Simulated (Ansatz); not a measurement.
# [BH4]− (borohydride) at 6 levels

We compute a comparison of 6 runs (HSE06/6-31G, UB3LYP/3-21G, UB3LYP/6-31G, UPBE0/3-21G, wB97M-V/3-21G, MP2/3-21G) of [BH4]− (borohydride). 

The results are computed with Ansatz 0.2.0.

5 further runs of the same task are left out: 4 that didn't finish, 1 set aside as unsound or not needed.

## Step 1: The system as given

The species is [BH4]− (5 atoms), meant as a singlet with charge -1. SMILES: `[BH4-]`. The H2–B1 distance was set to 1.842 Å, away from the relaxed value. At this shape a bond of the SMILES string is far longer than usual.

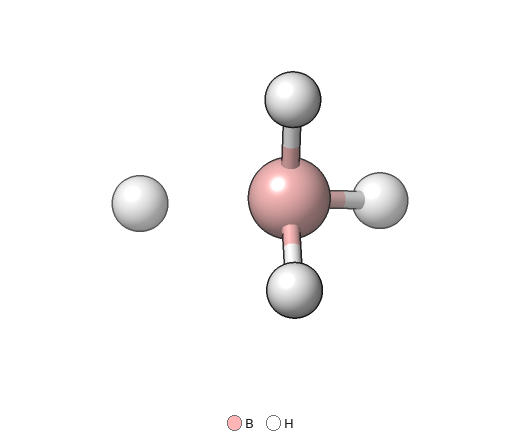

The structure, seen from a chosen angle (boron pink, hydrogen white).

## Step 2: The energy at HSE06/6-31G (run 1)

input.yaml reads:

```yaml
crystal:
  periodic: [false, false, false]
  atoms:
    - symbol: B
      position_ang: [-0.341656, -0.498215, -0.109002]
    - symbol: H
      position_ang: [0.683660, 0.997010, 0.217690]
    - symbol: H
      position_ang: [0.384584, -1.486875, -0.175962]
    - symbol: H
      position_ang: [-0.942166, -0.358685, -1.172252]
    - symbol: H
      position_ang: [-1.151446, -0.646765, 0.803958]
basis:
  gaussian: {orbitals: 6-31G}
hamiltonian: {xc: {name: HSE06}}
accuracy: high
total_charge: -1
```

On the command line:

```console
$ ansatz run input.yaml --threads 1 --pin off --max-ram 2610MiB --events-out events.jsonl --progress --plain --runs-dir runs
```

Log:

```text
Warning: RAYON_NUM_THREADS=1 ignored (pool sized by the plan → 1); use --threads N
Functional definition: HSE06
  name "HSE06"
  parameter a = 0.25
  parameter omega = 0.11/bohr
  exchange = pbe_x - a*pbe_x_sr(omega) + a*exact_x_sr(omega)
  correlation = pbe_c
413 factors; integrals over basis functions are off by at most 4.0e-9 eV
69 factors; integrals over basis functions are off by at most 2.5e-10 eV
mean field evaluation 1: about -738.1751 eV, gradient 5.1e0 eV
mean field evaluation 2: about -738.2298 eV, gradient 4.0e0 eV
mean field evaluation 4: about -738.3079 eV, gradient 1.5e-1 eV
mean field evaluation 8: about -738.2970 eV, gradient 1.3e-3 eV
mean field -738.29696248 eV, -27.1319129354 hartree, gradient 7.5e-8 eV, S^2 0.000000; 0 other end points of the search recorded, 0 dependent functions left out
reference -738.29696441 eV, -27.1319130065 hartree; 5, 5 occupied and 12, 12 virtual orbitals, 413 factors
Total energy: -738.29696441 eV, -27.1319130065 hartree
```

Run time: 1.4 s. Hardware: 1 thread of Intel Xeon Platinum 8259CL at 2.50GHz (Skylake/Cascade Lake), shared host; peak memory 0.1 GiB.

## Step 3: A single-point energy at UB3LYP/3-21G (run 2)

run.yaml reads:

```yaml
crystal:
  periodic: [false, false, false]
  atoms:
    - {symbol: B, position_ang: [-0.341656, -0.498215, -0.109002]}
    - {symbol: H, position_ang: [0.683660, 0.997010, 0.217690]}
    - {symbol: H, position_ang: [0.384584, -1.486875, -0.175962]}
    - {symbol: H, position_ang: [-0.942166, -0.358685, -1.172252]}
    - {symbol: H, position_ang: [-1.151446, -0.646765, 0.803958]}
basis:
  gaussian: {orbitals: 3-21G.json}
total_charge: -1
accuracy: high
hamiltonian: {xc: {name: B3LYP}}
magnetization: {spin_polarized: true}
```

The basis set 3-21G is read from a file made from the Basis Set Exchange's data (not shown).

On the command line:

```console
$ ansatz run run.yaml --threads 1 --pin off --max-ram 2610MiB --events-out events.jsonl --progress --plain --runs-dir runs
```

Log:

```text
Warning: RAYON_NUM_THREADS=1 ignored (pool sized by the plan → 1); use --threads N
Functional definition: B3LYP
  name "B3LYP"
  parameter a0 = 0.2
  parameter ax = 0.72
  parameter ac = 0.81
  exchange = (1 - a0 - ax)*slater_x + ax*b88_x + a0*exact_x
  correlation = (1 - ac)*vwn_rpa_c + ac*lyp_c
338 factors; integrals over basis functions are off by at most 9.5e-9 eV
mean field evaluation 1: about -735.9069 eV, gradient 3.6e0 eV
mean field evaluation 2: about -735.9940 eV, gradient 2.0e0 eV
mean field evaluation 4: about -736.0383 eV, gradient 1.1e-1 eV
mean field evaluation 8: about -736.0119 eV, gradient 5.4e-4 eV
mean field -736.01190618 eV, -27.0479386654 hartree, gradient 5.4e-9 eV, S^2 0.000000; 0 other end points of the search recorded, 0 dependent functions left out
reference -736.01193331 eV, -27.0479396622 hartree; 5, 5 occupied and 12, 12 virtual orbitals, 338 factors
Total energy: -736.01193331 eV, -27.0479396622 hartree
```

It took 1.1 s on 1 thread of Intel Xeon Platinum 8259CL at 2.50GHz (Skylake/Cascade Lake), shared host; peak memory 0.12 GiB.

Run 3 isn't shown in full; the table further down has it.

## Step 4: The energy at UPBE0/3-21G (run 4)

molecule.yaml reads:

```yaml
crystal:
  periodic: [false, false, false]
  atoms:
    - {symbol: B, position_ang: [-0.341656, -0.498215, -0.109002]}
    - {symbol: H, position_ang: [0.683660, 0.997010, 0.217690]}
    - {symbol: H, position_ang: [0.384584, -1.486875, -0.175962]}
    - {symbol: H, position_ang: [-0.942166, -0.358685, -1.172252]}
    - {symbol: H, position_ang: [-1.151446, -0.646765, 0.803958]}
basis:
  gaussian:
    orbitals: 3-21G.json
total_charge: -1
magnetization:
  spin_polarized: true
  initial_magnetization: 0
hamiltonian:
  xc: {name: PBE0}
accuracy: high
```

The basis set 3-21G is read from a file made from the Basis Set Exchange's data (not shown).

On the command line:

```console
$ ansatz run molecule.yaml --threads 1 --pin off --max-ram 2610MiB --events-out events.jsonl --progress --plain --runs-dir runs
```

Log:

```text
Warning: RAYON_NUM_THREADS=1 ignored (pool sized by the plan → 1); use --threads N
Functional definition: PBE0
  name "PBE0"
  parameter a = 0.25
  parameter kappa = 0.804
  parameter beta = 0.06672455060314922
  exchange = (1 - a)*pbe_x(kappa = kappa, mu = beta*pi^2/3) + a*exact_x
  correlation = pbe_c(beta = beta)
338 factors; integrals over basis functions are off by at most 9.5e-9 eV
mean field evaluation 1: about -734.3764 eV, gradient 3.1e0 eV
mean field evaluation 2: about -734.4458 eV, gradient 2.1e0 eV
mean field evaluation 4: about -734.4859 eV, gradient 9.1e-2 eV
mean field evaluation 8: about -734.4605 eV, gradient 1.0e-3 eV
mean field -734.46047165 eV, -26.9909244980 hartree, gradient 9.6e-8 eV, S^2 0.000000; 0 other end points of the search recorded, 0 dependent functions left out
reference -734.46047306 eV, -26.9909245496 hartree; 5, 5 occupied and 12, 12 virtual orbitals, 338 factors
Total energy: -734.46047306 eV, -26.9909245496 hartree
```

It took 1.1 s on 1 thread of Intel Xeon Platinum 8259CL at 2.50GHz (Skylake/Cascade Lake), shared host; peak memory 0.12 GiB.

Run 5 isn't shown in full; the table further down has it.

## Step 5: A single-point energy at MP2/3-21G (run 6)

job.yaml reads:

```yaml
crystal:
  periodic: [false, false, false]
  atoms:
    - {symbol: B, position_ang: [-0.341656, -0.498215, -0.109002]}
    - {symbol: H, position_ang: [0.683660, 0.997010, 0.217690]}
    - {symbol: H, position_ang: [0.384584, -1.486875, -0.175962]}
    - {symbol: H, position_ang: [-0.942166, -0.358685, -1.172252]}
    - {symbol: H, position_ang: [-1.151446, -0.646765, 0.803958]}
basis:
  gaussian: {orbitals: 3-21G.json}
total_charge: -1
correlation: {method: mp2, frozen_orbitals: {B: 1, H: 0}}
accuracy: high
```

The basis set 3-21G is read from a file made from the Basis Set Exchange's data (not shown).

On the command line:

```console
$ ansatz run job.yaml --threads 1 --pin off --max-ram 2610MiB --events-out events.jsonl --progress --plain --runs-dir runs
```

Log:

```text
Warning: RAYON_NUM_THREADS=1 ignored (pool sized by the plan → 1); use --threads N
Functional definition: HF
  name "HF"
  exchange = exact_x
  correlation = 0
338 factors; integrals over basis functions are off by at most 9.5e-9 eV
mean field evaluation 1: about -727.5843 eV, gradient 1.2e1 eV
mean field evaluation 2: about -727.5754 eV, gradient 1.2e1 eV
mean field evaluation 4: about -728.2334 eV, gradient 8.3e-1 eV
mean field evaluation 8: about -728.2364 eV, gradient 5.6e-5 eV
mean field -728.23636995 eV, -26.7621929794 hartree, gradient 2.2e-8 eV, S^2 0.000000; 0 other end points of the search recorded, 0 dependent functions left out
1 core orbitals not correlated: weight in the atoms' cores, before any rotation towards them, 1.000 or more for the frozen orbitals, at most 0.000 for the correlated occupied ones
reference -728.23636995 eV, -26.7621929794 hartree; 4, 4 occupied and 12, 12 virtual orbitals, 338 factors
second order -2.08701317 eV of doubles, -0.00000000 eV of singles
Total energy: -730.32338312 eV, -26.8388892987 hartree
```

It took 0.12 s on 1 thread of Intel Xeon Platinum 8259CL at 2.50GHz (Skylake/Cascade Lake), shared host.

## Step 6: Overview of the runs

```csv
run,level,frozen core orbitals,energy (Eh),wall time
1,HSE06/6-31G,–,-27.131913,1.4 s
2,UB3LYP/3-21G,–,-27.047940,1.1 s
3,UB3LYP/6-31G,–,-27.193387,1.2 s
4,UPBE0/3-21G,–,-26.990925,1.1 s
5,wB97M-V/3-21G,–,-26.994487,6.9 s
6,MP2/3-21G,1,-26.838889,0.12 s
```

## Step 7: What came out

```
                                         quantity         value
                              run 6: total energy  -26.83889 Eh
run 6: correlation energy (1 core orbital frozen)     -76.7 mEh
```

In words: Totals of different functionals can't be ranked against each other. All runs together took 12 s, the longest 6.9 s.
